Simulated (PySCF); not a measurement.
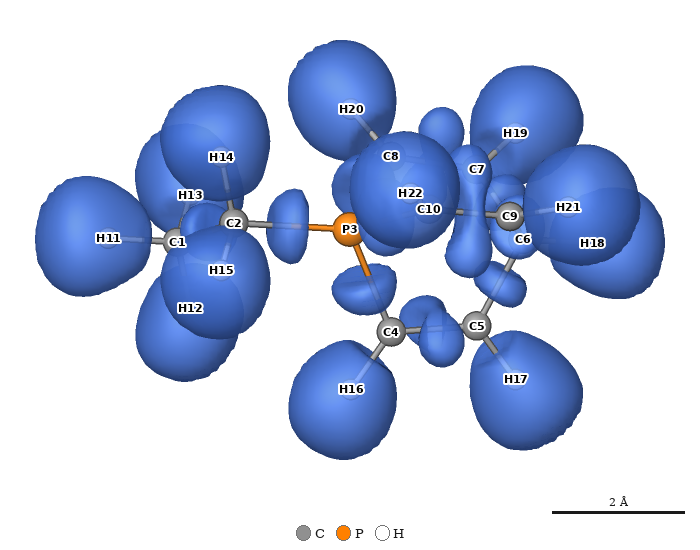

C9H12P (charge +1). Isosurface of the ELF at 0.8 (blue), seen from one side. Core shells and regions of very low density are left out.

Geometry: GFN2-xTB.

Level of theory: PBE0/pcSseg-1, SCF density, gas phase, non-relativistic (PySCF 2.14.0).

```xyz
22

C     2.9721   -0.4126   -0.1688
C     2.0828    0.8298   -0.1638
P     0.3359    0.3630   -0.0359
C    -0.3573   -0.6775   -1.3272
C    -1.6381   -0.9332   -1.0870
C    -2.2775   -0.3491    0.1568
C    -1.4851   -0.8354    1.3536
C    -0.1855   -0.5683    1.4103
C    -2.1215    1.1574    0.0864
C    -0.9001    1.6693   -0.0107
H     4.0147   -0.1149   -0.2475
H     2.7413   -1.0593   -1.0128
H     2.8527   -0.9874    0.7473
H     2.3141    1.4817    0.6853
H     2.2037    1.4095   -1.0850
H     0.2137   -1.0209   -2.1721
H    -2.2573   -1.5361   -1.7303
H    -3.3248   -0.6349    0.2341
H    -2.0159   -1.3827    2.1148
H     0.4882   -0.8459    2.2020
H    -3.0187    1.7532    0.1185
H    -0.6476    2.7138   -0.0687
```

Q: Where are the electrons localised?

A: The surface consists of seven regions between bonded C–C atoms (shared pairs), four regions between bonded C–P atoms (shared pairs) and twelve regions around hydrogen nuclei.

Values along the shortest contacts:
C–C (1.33 Å): the ELF peaks at about 0.90 between the atoms (a short, multiple covalent bond). C–P (1.80 Å): the ELF peaks at about 0.95 between the atoms; a shared electron pair.
